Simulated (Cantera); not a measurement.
A closed system holds: 1 mol Nb2O5, a varied amount of H2, equilibrated at 727 °C and 27000 Pa.

Equilibrium computed with Cantera from the NASA thermochemical tables; the gas is ideal and each condensed phase is pure. Candidate condensed phases: H2O, Nb, NbO, NbO2, Nb2O5; 12 gas species. Condensed phases not in the tables: the oxides between NbO2 and Nb2O5. Equilibrium is a limit: real reactors are often held back by kinetics, nucleation or transport.

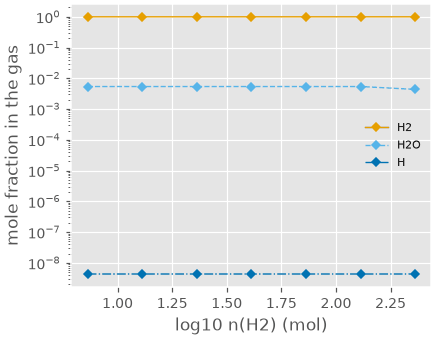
Fig. 1. Equilibrium gas composition (values under 1e-9 drawn at 1e-9)

From 7.3 mol H2 to 130 mol H2 the condensed part is NbO2(s) + Nb2O5(s). At 230 mol H2 the condensed part is NbO2(s).
